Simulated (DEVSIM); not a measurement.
System: CdS/CdTe n-p heterojunction, at 300 K.

```
layer (left to right)  material  thickness (μm)  Nd (cm⁻³)  Na (cm⁻³)  τn (s)  τp (s)
---------------------  --------  --------------  ---------  ---------  ------  ------
1                           CdS            1.40     5.5e16          -    2e-8    2e-8
2                          CdTe            2.00          -       2e18    2e-8    2e-8
```

Left contact: ohmic. Right contact: ohmic. Voltage is applied to the left contact. Recombination: SRH at mid-gap. Mobility is constant in doping.

Constants are typed, rounded textbook-type inputs, not results; the design itself was drawn at random and stands for no fabricated device. Values at 300 K.

```
parameter         CdS    CdTe
-------------  ------  ------
gap (eV)          2.4     1.5
affinity (eV)     4.3    4.28
permittivity        9    10.2
Nc (cm⁻³)      2.2e18    8e17
Nv (cm⁻³)      1.8e19  1.8e19
μn (cm²/Vs)       300    1000
μp (cm²/Vs)        25      80
```

Simulated with DEVSIM: 1D drift-diffusion, Boltzmann statistics, complete ionisation; no tunnelling, impact ionisation, image-force lowering or self-heating. Band offsets follow the typed affinities; no thermionic-emission limit at abrupt steps, no polarisation charge.

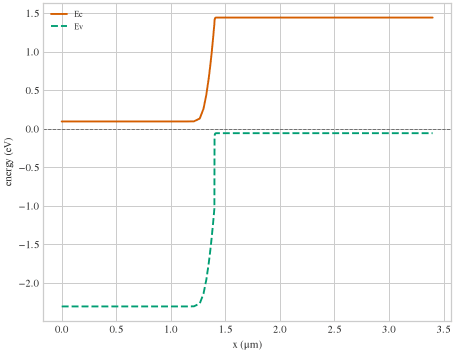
Figure: Band edges at zero bias

Energies count from the Fermi level of the right contact; mesh points crowd at the junctions.

```csv
x (μm),Ec (eV),Ev (eV),n (cm⁻³),p (cm⁻³),field (V/cm)
0.000,0.095,-2.305,5.5e16,< 1e2,≈ 0
0.006959,0.095,-2.305,5.5e16,< 1e2,≈ 0
0.02394,0.095,-2.305,5.5e16,< 1e2,≈ 0
0.06826,0.095,-2.305,5.5e16,< 1e2,≈ 0
0.2320,0.095,-2.305,5.5e16,< 1e2,≈ 0
0.5729,0.095,-2.305,5.5e16,< 1e2,≈ 0
1.051,0.095,-2.305,5.5e16,< 1e2,≈ 0
1.300,0.261,-2.139,9.0e13,< 1e2,56000
1.362,0.818,-1.582,40000,< 1e2,120000
1.387,1.168,-1.232,< 1e2,< 1e2,150000
1.398,1.337,-1.063,< 1e2,< 1e2,160000
1.406,1.436,-0.064,< 1e2,1.5e18,26000
1.422,1.443,-0.057,< 1e2,2.0e18,87
1.460,1.443,-0.057,< 1e2,2.0e18,≈ 0
1.615,1.443,-0.057,< 1e2,2.0e18,≈ 0
1.932,1.443,-0.057,< 1e2,2.0e18,≈ 0
2.617,1.443,-0.057,< 1e2,2.0e18,≈ 0
3.095,1.443,-0.057,< 1e2,2.0e18,≈ 0
3.310,1.443,-0.057,< 1e2,2.0e18,≈ 0
3.366,1.443,-0.057,< 1e2,2.0e18,≈ 0
3.389,1.443,-0.057,< 1e2,2.0e18,≈ 0
3.400,1.443,-0.057,< 1e2,2.0e18,≈ 0
```
